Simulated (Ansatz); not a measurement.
## C4H10OSi: geometry relaxation (part 2 of 2)

The same run, continued: C4H10OSi, SMILES C=CC(C)(O)[SiH3]; RKS PBE0/cc-pVDZ (Ansatz 0.2.0). It belongs to a series of runs on one base structure; here: end point A relaxed.

Geometry of the input (Å):
```
C  0.1403  -2.1654  -0.8654
C  -0.6850  -1.0918  -0.5077
C  -0.2850  0.3347  -0.1948
C  1.2947  0.6527  -0.5299
O  -1.0600  1.1510  -1.0657
Si -0.5731  0.7058  1.7466
H  -0.3271  -3.0833  -1.0977
H  1.2072  -2.0250  -0.9844
H  -1.7529  -1.2493  -0.4135
H  1.9259  0.0425  0.0851
H  1.4418  1.6999  -0.3263
H  1.4371  0.4748  -1.5741
H  -0.8302  2.1081  -0.9430
H  -0.3401  2.1473  2.0115
H  0.3600  -0.1357  2.5796
H  -1.9766  0.4110  2.1240
```

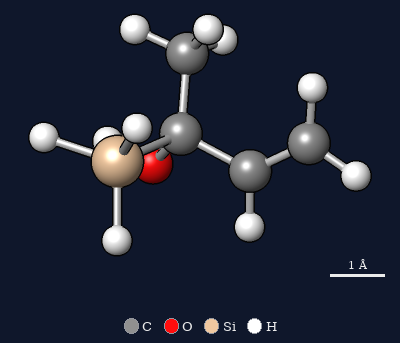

Fig. 1: The geometry at step 9 of the log (ball-and-stick view, seen at a tilt).

**Trajectory as extended XYZ, continued**
```
16
Properties=species:S:1:pos:R:3:forces:R:3 step=4 energy=-14224.07179
C     0.1132   -2.0917   -0.7411    0.1253  -0.2869  -0.0456
C    -0.6692   -1.0309   -0.5744   -0.3223   0.3096   0.2424
C    -0.2295    0.3593   -0.2094   -0.0361  -0.1378  -0.7422
C     1.2167    0.6412   -0.5774    0.1213   0.0661   0.0158
O    -1.1164    1.2376   -0.9300    0.2476   0.2988   0.2525
Si   -0.5430    0.6261    1.6627   -0.1771   0.0561   0.1620
H    -0.2976   -3.0930   -0.8582   -0.1473  -0.0532  -0.2350
H     1.1968   -2.0243   -0.7604    0.2708   0.0475   0.2053
H    -1.7584   -1.1391   -0.6594    0.0437  -0.0069   0.1737
H     1.9099    0.0073   -0.0115    0.0910  -0.0826   0.0662
H     1.4844    1.6838   -0.3526   -0.0016   0.1033   0.0432
H     1.3907    0.4718   -1.6495   -0.0644  -0.0240  -0.0897
H    -0.8078    2.1408   -0.7424   -0.1931  -0.2549  -0.0909
H    -0.3702    2.0967    1.9379    0.0044  -0.0187   0.0043
H     0.4104   -0.1471    2.5224    0.0222  -0.0204   0.0065
H    -1.9531    0.2389    1.9875    0.0155   0.0040   0.0316
16
Properties=species:S:1:pos:R:3:forces:R:3 step=5 energy=-14224.04946 accepted=F
C     0.1275   -2.0922   -0.7633   -0.3462   0.2821   0.3558
C    -0.6783   -1.0401   -0.5282    0.3645  -0.3901  -0.4939
C    -0.2280    0.3560   -0.2374    0.1082   0.1814   0.6301
C     1.2330    0.6339   -0.5867   -0.2647  -0.0911  -0.0205
O    -1.1087    1.2339   -0.9474   -0.0454  -0.0607  -0.1376
Si   -0.5593    0.6401    1.6508    0.1274   0.0340   0.0564
H    -0.2788   -3.0674   -1.0557    0.0265   0.0929   0.2557
H     1.2097   -2.0243   -0.6008   -0.0922  -0.0052  -0.3621
H    -1.7689   -1.1583   -0.5559    0.0638   0.0273  -0.2355
H     1.9167   -0.0146   -0.0226    0.0458  -0.0142   0.0173
H     1.5033    1.6760   -0.3588   -0.0218   0.0459   0.0313
H     1.3867    0.4632   -1.6617    0.0524  -0.0164  -0.0875
H    -0.8494    2.1413   -0.7343    0.0038  -0.1031   0.0250
H    -0.3624    2.1060    1.9318   -0.0008   0.0121   0.0116
H     0.3984   -0.1535    2.4929   -0.0169   0.0258   0.0199
H    -1.9644    0.2775    2.0217   -0.0046  -0.0208  -0.0660
16
Properties=species:S:1:pos:R:3:forces:R:3 step=6 energy=-14224.10146
C     0.1088   -2.1119   -0.7324    0.0436  -0.1929  -0.0037
C    -0.6596   -1.0355   -0.5704   -0.1566   0.1982   0.0621
C    -0.2187    0.3579   -0.2185   -0.0655  -0.0921  -0.2586
C     1.2251    0.6566   -0.5880    0.1155   0.0501  -0.0195
O    -1.1113    1.2336   -0.9331    0.1519   0.1006   0.1522
Si   -0.5438    0.6247    1.6632   -0.0679   0.0382   0.0839
H    -0.3343   -3.0939   -0.9200   -0.0124   0.0734  -0.0643
H     1.1974   -2.0792   -0.6768    0.0908   0.0513   0.0727
H    -1.7478   -1.1331   -0.6714    0.0309   0.0200   0.0666
H     1.9431    0.0477   -0.0215   -0.0114  -0.1372   0.0099
H     1.4790    1.7050   -0.3625   -0.0541   0.0523  -0.0417
H     1.3813    0.4810   -1.6647    0.0094   0.0235   0.0174
H    -0.8281    2.1390   -0.7312   -0.1002  -0.1566  -0.0469
H    -0.3689    2.0939    1.9458    0.0071  -0.0140  -0.0065
H     0.4072   -0.1525    2.5249    0.0121  -0.0051  -0.0103
H    -1.9523    0.2440    2.0010    0.0067  -0.0097  -0.0134
16
Properties=species:S:1:pos:R:3:forces:R:3 step=7 energy=-14224.10435
C     0.1096   -2.1179   -0.7184   -0.0573   0.0553  -0.0016
C    -0.6658   -1.0404   -0.5660    0.1026  -0.0489  -0.0122
C    -0.2162    0.3478   -0.2284    0.0362  -0.0083   0.0060
C     1.2305    0.6508   -0.5954    0.0256   0.0787   0.0717
O    -1.1060    1.2285   -0.9260   -0.0614   0.0008  -0.0727
Si   -0.5464    0.6338    1.6538    0.0301  -0.0372   0.0300
H    -0.3260   -3.0922   -0.9469   -0.0207  -0.0184   0.0385
H     1.1973   -2.0766   -0.6233    0.0104   0.0162  -0.0255
H    -1.7530   -1.1341   -0.6580   -0.0221  -0.0022  -0.0468
H     1.9350   -0.0207   -0.0779   -0.0233   0.0820  -0.0318
H     1.4751    1.6881   -0.3012    0.0780  -0.1116  -0.0272
H     1.3853    0.5601   -1.6842   -0.0699  -0.0498   0.0596
H    -0.8305    2.1283   -0.7106   -0.0318   0.0538  -0.0085
H    -0.3771    2.1061    1.9187   -0.0015   0.0022  -0.0030
H     0.4167   -0.1298    2.5133    0.0001  -0.0051   0.0333
H    -1.9516    0.2453    1.9946    0.0050  -0.0077  -0.0097
16
Properties=species:S:1:pos:R:3:forces:R:3 step=8 energy=-14224.10939
C     0.1112   -2.1103   -0.7207   -0.0070  -0.0427  -0.0039
C    -0.6623   -1.0333   -0.5664    0.0012   0.0074  -0.0073
C    -0.2167    0.3562   -0.2257    0.0028  -0.0074  -0.0210
C     1.2307    0.6517   -0.5935    0.0215   0.0551  -0.0118
O    -1.1103    1.2314   -0.9312    0.0409  -0.0055   0.0215
Si   -0.5448    0.6275    1.6601   -0.0067   0.0055   0.0086
H    -0.3288   -3.0866   -0.9371    0.0041   0.0229   0.0104
H     1.2000   -2.0704   -0.6362    0.0012   0.0131   0.0031
H    -1.7496   -1.1284   -0.6656    0.0000   0.0062  -0.0031
H     1.9369    0.0013   -0.0554   -0.0188  -0.0045  -0.0120
H     1.4897    1.6935   -0.3359   -0.0009  -0.0441  -0.0188
H     1.3782    0.5164   -1.6780   -0.0078  -0.0049   0.0357
H    -0.8426    2.1353   -0.7191   -0.0300   0.0018  -0.0049
H    -0.3743    2.0983    1.9331   -0.0054  -0.0010   0.0083
H     0.4113   -0.1421    2.5234    0.0024  -0.0013  -0.0028
H    -1.9515    0.2369    1.9925    0.0023  -0.0007  -0.0021
16
Properties=species:S:1:pos:R:3:forces:R:3 step=9 energy=-14224.10988
C     0.1117   -2.1089   -0.7180    0.0005  -0.0232   0.0049
C    -0.6612   -1.0309   -0.5675   -0.0030  -0.0002  -0.0015
C    -0.2154    0.3584   -0.2266   -0.0035   0.0129  -0.0080
C     1.2320    0.6517   -0.5959    0.0111   0.0234  -0.0111
O    -1.1097    1.2329   -0.9318    0.0305  -0.0029   0.0108
Si   -0.5453    0.6269    1.6601   -0.0003  -0.0034   0.0043
H    -0.3287   -3.0851   -0.9324    0.0019   0.0108   0.0026
H     1.2004   -2.0687   -0.6304   -0.0039   0.0063   0.0018
H    -1.7484   -1.1248   -0.6693    0.0014   0.0051  -0.0018
H     1.9359   -0.0010   -0.0582   -0.0075  -0.0061  -0.0045
H     1.4965    1.6921   -0.3422   -0.0077  -0.0198  -0.0076
H     1.3765    0.5115   -1.6795   -0.0001   0.0001   0.0148
H    -0.8482    2.1377   -0.7163   -0.0196  -0.0008  -0.0002
H    -0.3795    2.0969    1.9405   -0.0018  -0.0006   0.0006
H     0.4118   -0.1441    2.5212    0.0011   0.0006  -0.0023
H    -1.9513    0.2325    1.9904    0.0008  -0.0024  -0.0028
16
Properties=species:S:1:pos:R:3:forces:R:3 step=10 energy=-14224.11026
C     0.1106   -2.1081   -0.7097    0.0045   0.0107   0.0050
C    -0.6602   -1.0271   -0.5688    0.0010  -0.0119  -0.0056
C    -0.2130    0.3621   -0.2290   -0.0077   0.0199   0.0121
C     1.2343    0.6528   -0.6001   -0.0047  -0.0158  -0.0038
O    -1.1078    1.2359   -0.9331    0.0108  -0.0018  -0.0031
Si   -0.5445    0.6240    1.6589    0.0055  -0.0034  -0.0088
H    -0.3311   -3.0830   -0.9246   -0.0005  -0.0061   0.0021
H     1.1988   -2.0690   -0.6141   -0.0097  -0.0034  -0.0003
H    -1.7470   -1.1174   -0.6775    0.0015   0.0022  -0.0028
H     1.9352   -0.0052   -0.0653    0.0044  -0.0004   0.0024
H     1.5042    1.6908   -0.3470   -0.0048   0.0088   0.0049
H     1.3755    0.5114   -1.6834    0.0044   0.0031  -0.0092
H    -0.8580    2.1419   -0.7092   -0.0032  -0.0041   0.0066
H    -0.3867    2.0937    1.9454   -0.0014   0.0002   0.0016
H     0.4157   -0.1464    2.5173   -0.0010   0.0023  -0.0027
H    -1.9491    0.2208    1.9845    0.0009  -0.0004   0.0014
16
Properties=species:S:1:pos:R:3:forces:R:3 step=11 energy=-14224.11043
C     0.1086   -2.1091   -0.7039   -0.0016   0.0162   0.0166
C    -0.6598   -1.0250   -0.5722    0.0043  -0.0152  -0.0033
C    -0.2114    0.3639   -0.2320   -0.0075   0.0153   0.0160
C     1.2360    0.6542   -0.6031   -0.0040  -0.0194  -0.0015
O    -1.1056    1.2383   -0.9352   -0.0027   0.0054  -0.0106
Si   -0.5432    0.6218    1.6565    0.0056  -0.0081  -0.0019
H    -0.3352   -3.0837   -0.9163    0.0038  -0.0016  -0.0038
H     1.1961   -2.0730   -0.5989   -0.0095  -0.0052  -0.0048
H    -1.7461   -1.1119   -0.6879    0.0013   0.0004  -0.0032
H     1.9364   -0.0062   -0.0706    0.0035   0.0029   0.0013
H     1.5062    1.6913   -0.3469    0.0000   0.0104   0.0038
H     1.3764    0.5158   -1.6869    0.0028   0.0038  -0.0062
H    -0.8642    2.1442   -0.7020    0.0031  -0.0063   0.0053
H    -0.3923    2.0913    1.9487    0.0010   0.0010  -0.0046
H     0.4208   -0.1466    2.5121   -0.0001   0.0014  -0.0024
H    -1.9457    0.2120    1.9830   -0.0001  -0.0009  -0.0008
16
Properties=species:S:1:pos:R:3:forces:R:3 step=12 energy=-14224.11050
C     0.1058   -2.1106   -0.6938   -0.0054   0.0188  -0.0190
C    -0.6600   -1.0232   -0.5749    0.0026  -0.0116  -0.0028
C    -0.2109    0.3656   -0.2344   -0.0039   0.0015   0.0127
C     1.2369    0.6554   -0.6052    0.0005  -0.0092   0.0008
O    -1.1035    1.2409   -0.9375   -0.0093   0.0130  -0.0069
Si   -0.5415    0.6192    1.6545    0.0041  -0.0030  -0.0038
H    -0.3389   -3.0837   -0.9117    0.0038  -0.0004   0.0076
H     1.1926   -2.0774   -0.5825   -0.0042  -0.0060   0.0089
H    -1.7454   -1.1064   -0.7021    0.0034  -0.0013   0.0023
H     1.9374   -0.0066   -0.0746    0.0012   0.0021   0.0002
H     1.5071    1.6918   -0.3458    0.0028   0.0059   0.0009
H     1.3771    0.5206   -1.6895   -0.0003   0.0023  -0.0006
H    -0.8700    2.1462   -0.6941    0.0043  -0.0127   0.0002
H    -0.3969    2.0892    1.9477    0.0012  -0.0004  -0.0013
H     0.4286   -0.1464    2.5056   -0.0019   0.0014   0.0002
H    -1.9415    0.2025    1.9827    0.0013  -0.0002   0.0007
16
Properties=species:S:1:pos:R:3:forces:R:3 step=13 energy=-14224.11054
C     0.1051   -2.1103   -0.6935   -0.0072   0.0025   0.0118
C    -0.6605   -1.0225   -0.5774    0.0007  -0.0027  -0.0033
C    -0.2116    0.3661   -0.2353    0.0002  -0.0085   0.0018
C     1.2363    0.6562   -0.6056    0.0032   0.0029   0.0002
O    -1.1037    1.2422   -0.9382   -0.0047   0.0089   0.0025
Si   -0.5404    0.6173    1.6538   -0.0001   0.0050  -0.0064
H    -0.3396   -3.0838   -0.9091    0.0025   0.0008  -0.0013
H     1.1908   -2.0793   -0.5720    0.0013   0.0001  -0.0066
H    -1.7456   -1.1053   -0.7074    0.0037   0.0001  -0.0039
H     1.9373   -0.0061   -0.0760   -0.0007   0.0003  -0.0008
H     1.5062    1.6925   -0.3444    0.0018  -0.0002  -0.0006
H     1.3768    0.5238   -1.6903   -0.0016  -0.0002   0.0020
H    -0.8701    2.1469   -0.6923    0.0017  -0.0088  -0.0021
H    -0.3958    2.0877    1.9452   -0.0008  -0.0013   0.0044
H     0.4316   -0.1474    2.5034   -0.0017   0.0004  -0.0001
H    -1.9398    0.1993    1.9833    0.0016   0.0009   0.0024
```
